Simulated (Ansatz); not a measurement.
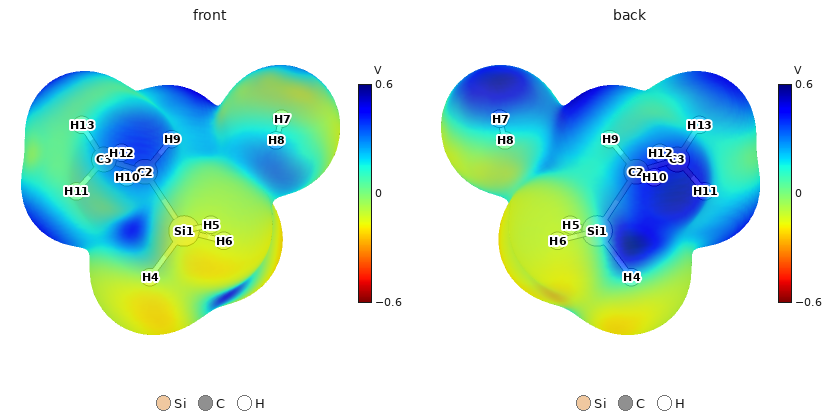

The picture shows: C2H8Si···H2. The molecular electrostatic potential painted on the density surface at 0.001 e/bohr³, seen from the front and from behind; the colour scale runs from red (negative) to blue (positive).

The reactant side of a reaction path; geometry: PBE0-D4/def2-TZVP.

All numbers below come from RKS PBE0-D4/def2-TZVPP (Ansatz).

| atom | x (Å) | y (Å) | z (Å) |
| --- | --- | --- | --- |
| Si | -1.0405 | 0.6673 | 0.6467 |
| C | -0.2430 | -0.7117 | -0.3441 |
| C | 0.2695 | -0.2590 | -1.7082 |
| H | -2.2088 | 1.2258 | -0.0894 |
| H | -0.0689 | 1.7744 | 0.8707 |
| H | -1.5074 | 0.1768 | 1.9721 |
| H | 2.1259 | -0.2373 | 2.6373 |
| H | 1.8653 | 0.4269 | 2.4172 |
| H | 0.5743 | -1.1303 | 0.2525 |
| H | -0.9772 | -1.5165 | -0.4584 |
| H | -0.5386 | 0.1420 | -2.3257 |
| H | 1.0237 | 0.5262 | -1.6101 |
| H | 0.7255 | -1.0846 | -2.2605 |

Where is the surface potential most negative and most positive?

Answer. The most negative region (about −0.2 V) lies over H4, H5 and H6, the most positive (about +0.5 V, or +12 kcal/mol for a unit charge) over Si1, H7, H9 and H10.
